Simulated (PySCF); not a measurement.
# One shape, several levels: C2H5BO (SMILES B1CCO1)

Wanted: a comparison of 6 runs (HF/3-21G, HF/def2-SVP, B3LYP/6-31G*, PBE0/def2-SVP, wB97X/def2-SVP, CCSD(T)/def2-SVPD) of C2H5BO. Input form: a Python script.

The calculation is run with PySCF 2.14.0.

### Step 1. The system as given

C2H5BO: 9 atoms, total charge 0, spin state singlet. SMILES: `B1CCO1`. The coordinates come from a PBE0-D4/def2-TZVP relaxation.

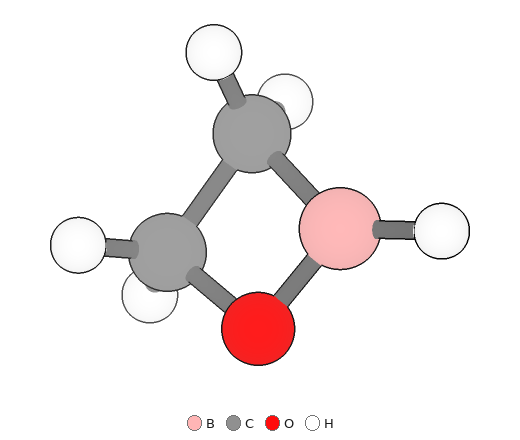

The structure, seen from a chosen angle (boron pink, carbon grey, oxygen red, hydrogen white).

### Step 2. Energy and gradient at HF/3-21G (run 1)

calc.py reads:

```python
import pyscf.grad
from pyscf import gto

mol = gto.Mole()
mol.atom = '''
B       -0.402600       0.301700      -1.082000
C        0.506000       0.617000       0.171000
C       -0.098600      -0.719600       0.617700
O       -0.884800      -0.878500      -0.596200
H       -0.697000       0.772800      -2.139500
H        0.236300       1.479000       0.782200
H        1.586200       0.614100       0.021000
H       -0.757600      -0.681300       1.487200
H        0.600600      -1.551500       0.721500
'''
mol.basis = '3-21g'
mol.max_memory = 1860
mol.verbose = 4
mol.build()

mf = mol.RHF()
mf.conv_tol = 1e-10
mf.kernel()
if not mf.converged:
    mf = mf.newton().run(mf.mo_coeff, mf.mo_occ)

e_final = mf.e_tot
print('E(%s) = %.9f' % ('HF', e_final))
grad = mf.Gradients().kernel()
dip = mf.dip_moment()
pop, q = mf.mulliken_pop()
```

Launch:

```bash
$ OMP_NUM_THREADS=1 python calc.py
```

The program printed:

```text
PySCF version 2.14.0

[... 65 lines left out ...]
converged SCF energy = -177.206852075763
[... 12 lines left out ...]
Dipole moment(X, Y, Z, Debye):  1.43001,  0.92695,  1.48317
[... 56 lines left out ...]
charge of    8H =      0.21812
```

Wall time 1.2 s (1 thread of Arm Neoverse V2, shared host); peak memory 0.12 GiB.

### Step 3. Energy and gradient at HF/def2-SVP (run 2)

mol.xyz reads:

```xyz
9
C2H5BO
B     -0.402600     0.301700    -1.082000
C      0.506000     0.617000     0.171000
C     -0.098600    -0.719600     0.617700
O     -0.884800    -0.878500    -0.596200
H     -0.697000     0.772800    -2.139500
H      0.236300     1.479000     0.782200
H      1.586200     0.614100     0.021000
H     -0.757600    -0.681300     1.487200
H      0.600600    -1.551500     0.721500
```

input.py reads:

```python
from pyscf import gto, scf

mol = gto.Mole()
mol.atom = 'mol.xyz'
mol.max_memory = 1860
mol.verbose = 4
mol.charge = 0
mol.basis = 'def2-svp'
mol.build()

mf = scf.RHF(mol)
mf.conv_tol = 1e-10
mf.kernel()
if not mf.converged:
    mf = mf.newton().run(mf.mo_coeff, mf.mo_occ)

e_tot = mf.e_tot
print('E(%s) = %.9f' % ('HF', e_tot))
grad = mf.nuc_grad_method().kernel()
mf.analyze()
```

Launch:

```bash
$ OMP_NUM_THREADS=1 python input.py
```

The program printed:

```text
PySCF version 2.14.0

[... 90 lines left out ...]
MO #4   energy= -7.62702640319322  occ= 2
[... 10 lines left out ...]
MO #15  energy= -0.43227302929652  occ= 2
[... 10 lines left out ...]
MO #26  energy= 0.416678217552143  occ= 0
[... 10 lines left out ...]
MO #37  energy= 0.893370441170036  occ= 0
[... 10 lines left out ...]
MO #48  energy= 1.47145076674176   occ= 0
[... 10 lines left out ...]
MO #59  energy= 2.04476973124385   occ= 0
[... 10 lines left out ...]
MO #70  energy= 2.88566813406579   occ= 0
[... 10 lines left out ...]
MO #81  energy= 3.85080106263275   occ= 0
[... 93 lines left out ...]
Dipole moment(X, Y, Z, Debye):  1.24644,  0.78017,  1.32437
```

It took 3.9 s on 1 thread of Arm Neoverse V2, shared host; peak memory 0.16 GiB.

Runs 3 to 5 aren't shown in full; the table further down has their settings and results.

### Step 4. The energy at CCSD(T)/def2-SVPD (run 6)

run.py reads:

```python
from pyscf import gto, cc

mol = gto.M(
    atom='''
B       -0.402600       0.301700      -1.082000
C        0.506000       0.617000       0.171000
C       -0.098600      -0.719600       0.617700
O       -0.884800      -0.878500      -0.596200
H       -0.697000       0.772800      -2.139500
H        0.236300       1.479000       0.782200
H        1.586200       0.614100       0.021000
H       -0.757600      -0.681300       1.487200
H        0.600600      -1.551500       0.721500
''',
    max_memory=1860,
    verbose=3,
    basis='def2-svpd',
    charge=0,
    spin=0,
)

mf = mol.RHF()
mf.conv_tol = 1e-10
mf.kernel()
if not mf.converged:
    mf = mf.newton().run(mf.mo_coeff, mf.mo_occ)

mycc = cc.CCSD(mf, frozen=4)
mycc.kernel()
e_t = mycc.ccsd_t()
etot = mycc.e_tot + e_t
print(f'total energy: {etot:.8f} hartree')
mf.analyze()
```

Launch:

```bash
$ OMP_NUM_THREADS=1 python run.py
```

The program printed:

```text
converged SCF energy = -178.076145351497
[... 6 lines left out ...]
MO #3   energy= -11.2141689912418  occ= 2
[... 14 lines left out ...]
MO #18  energy= 0.117950567378993  occ= 0
[... 14 lines left out ...]
MO #33  energy= 0.337535240660556  occ= 0
[... 14 lines left out ...]
MO #48  energy= 0.525922673991412  occ= 0
[... 14 lines left out ...]
MO #63  energy= 0.75132675059278   occ= 0
[... 14 lines left out ...]
MO #78  energy= 1.24381032066224   occ= 0
[... 14 lines left out ...]
MO #93  energy= 1.86969069052964   occ= 0
[... 14 lines left out ...]
MO #108 energy= 2.5497496972672    occ= 0
[... 14 lines left out ...]
MO #123 energy= 3.93204140728491   occ= 0
[... 10 lines left out ...]
Dipole moment(X, Y, Z, Debye):  1.22812,  0.82871,  1.23668
```

Wall time 2.3 min (1 thread of Arm Neoverse V2, shared host); peak memory 1.9 GiB.

### Step 5. Overview of the runs

```csv
run,level,Cartesian functions,integration grid,energy (Eh),dipole moment (D) of the reference,HOMO energy (eV),LUMO energy (eV),wall time
1,HF/3-21G,no,–,-177.206852,2.26,-11.76,4.13,1.2 s
2,HF/def2-SVP,no,–,-178.067297,1.98,-11.76,3.80,3.9 s
3,B3LYP/6-31G* (Cartesian functions),yes,5,-179.305262,1.76,-7.87,0.18,18 s
4,PBE0/def2-SVP,no,5,-178.957303,1.81,-8.30,0.09,23 s
5,wB97X/def2-SVP,no,5,-179.123248,1.80,-10.76,2.47,29 s
6,CCSD(T)/def2-SVPD,no,–,-178.695734,1.93,-11.81,2.16,2.3 min
```

### Step 6. Results

| quantity | value |
| --- | --- |
| run 6: total energy | -178.69573 Eh |
| run 6: dipole moment (Hartree–Fock density) | 1.93 D |
| run 6: HOMO energy (Hartree–Fock orbitals) | -11.81 eV |
| run 6: LUMO energy (Hartree–Fock orbitals) | 2.16 eV |
| run 6: HOMO–LUMO gap (Hartree–Fock orbitals) | 13.97 eV |
| run 6: correlation energy (4 core orbitals frozen) | -619.6 mEh |
| run 6: (T) correction | -20.32 mEh |
| run 6: T1 diagnostic | 0.015 |

In words: Over runs 1, 2, 3, 4, 5 the dipole moment (its size) runs from 1.76 D (B3LYP/6-31G*) to 2.26 D (HF/3-21G). The two ends differ in method and basis. Over runs 1, 2, 3, 4, 5 the HOMO–LUMO gap runs from 8.05 eV (B3LYP/6-31G*) to 15.89 eV (HF/3-21G). Totals of different functionals can't be ranked against each other. All runs together took 3.6 min, the longest 2.3 min.
